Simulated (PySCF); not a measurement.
**CH10OSi3: density, localisation and related maps**

Input

```
{"job": {"kind": "nmr", "xc": "PBE0", "basis": "pcSseg-1"}, "charge": 0, "multiplicity": 1}
C     -3.157623    -0.427246     0.093362
O     -1.777245    -0.572472    -0.021094
Si    -0.662291     0.563140    -0.348429
Si     1.234650    -0.739333    -0.348844
Si     3.178064     0.465415    -0.023327
H     -3.409811     0.221814     0.935551
H     -3.580471     0.003077    -0.817653
H     -3.590378    -1.415039     0.257799
H     -0.723077     1.635178     0.661014
H     -1.009880     1.252067    -1.603112
H      1.361651    -1.475659    -1.620937
H      1.162902    -1.825104     0.645160
H      3.274504     1.059398     1.312594
H      4.400691    -0.321910    -0.192019
H      3.293900     1.584664    -0.963287
```

Launched as:

```sh
OMP_NUM_THREADS=1 python probes_run.py task.json out
```

Geometry: GFN2-xTB.

The calculation used PySCF, PBE0/pcSseg-1, SCF density, gas phase, non-relativistic.

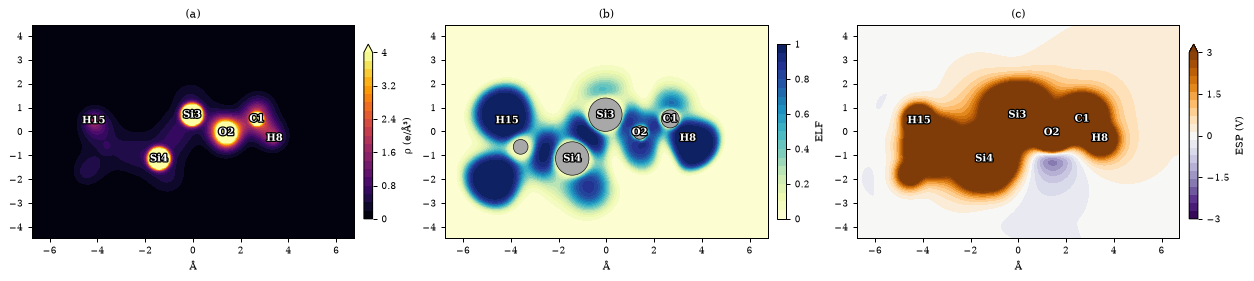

Figure 1. (a) electron density; (b) electron localisation function; (c) electrostatic potential on the plane of atoms O2, C1 and H8. Grey discs cover the atomic cores in the ELF map.

> What do the fields say about this system?

The section cuts through C, O, Si and H sites. C–O (1.39 Å): ρ is about 2.1 e/Å³ halfway, with its minimum of 1.8 e/Å³ about 0.5 Å from C; the ELF peaks at about 0.90 between the atoms (a shared but strongly polarised pair). Si–O (1.62 Å): the density is about 1.2 e/Å³ at the midpoint; the ELF peaks at about 0.85 between the atoms (a polar covalent bond). Si–Si (2.30 Å): ρ is about 0.68 e/Å³ halfway; the ELF peaks at about 1 between the atoms; a shared electron pair. C–H (1.09 Å): ρ at the midpoint is about 2.1 e/Å³; the ELF climbs to about 1 towards the hydrogen, as it does in any bond to H; an ordinary covalent bond to hydrogen. The ELF also peaks beside O2, away from the bonds: lone-pair regions. Outside the dense part of the molecule the potential is most negative (−1.7 V) near O2.

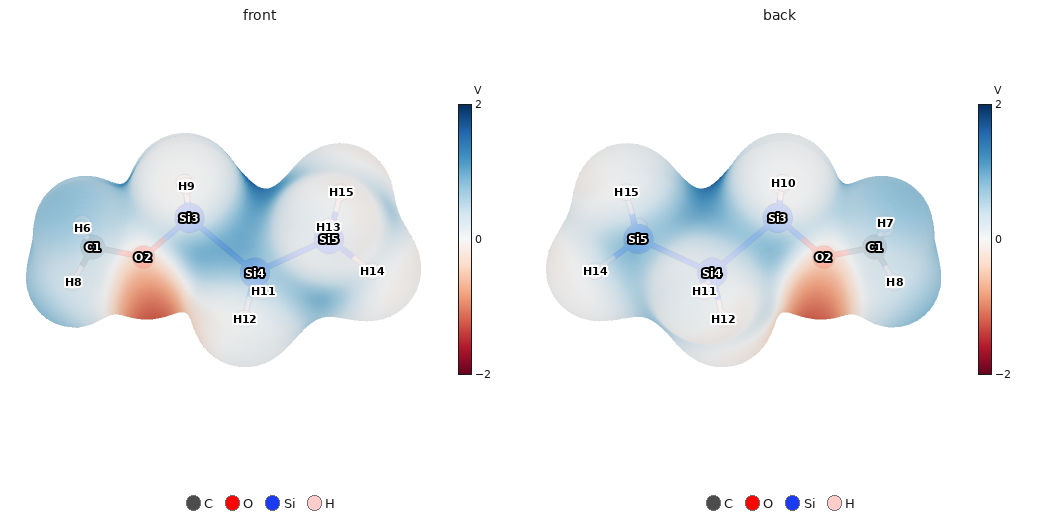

Figure 2. The molecular electrostatic potential painted on the density surface at 0.002 e/bohr³, seen from the front and from behind; the colour scale runs from red (negative) to blue (positive).

> Describe the electrostatic potential map.

The most negative region (about −1.2 V, or −28 kcal/mol for a unit charge) lies over O2, the most positive (about +1.6 V, or +37 kcal/mol for a unit charge) over Si3. O2 is the likeliest acceptor of a hydrogen bond.

> What dipole moment does the calculation give?

Its dipole moment is 1.55 D.
